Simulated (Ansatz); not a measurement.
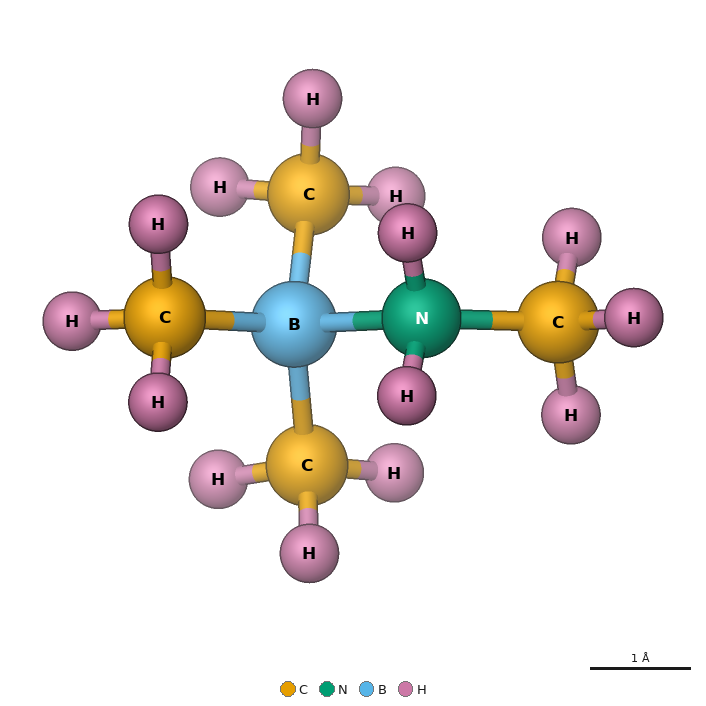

Depth is shown by fading: the farther an atom, the more it takes the colour of the background. Computed geometry: PBE-D4/def2-SVP optimisation. No frequency run is at hand to confirm it as a minimum. Masses are those of the most abundant isotopes; constants are for the rigid equilibrium geometry.

> What kind of rotor is it, and what are its rotational constants in cm⁻¹?

An asymmetric top (Cs): A = 0.123, B = 0.0771, C = 0.0770 cm⁻¹. Ray's parameter κ is −1.00, close to the prolate limit.
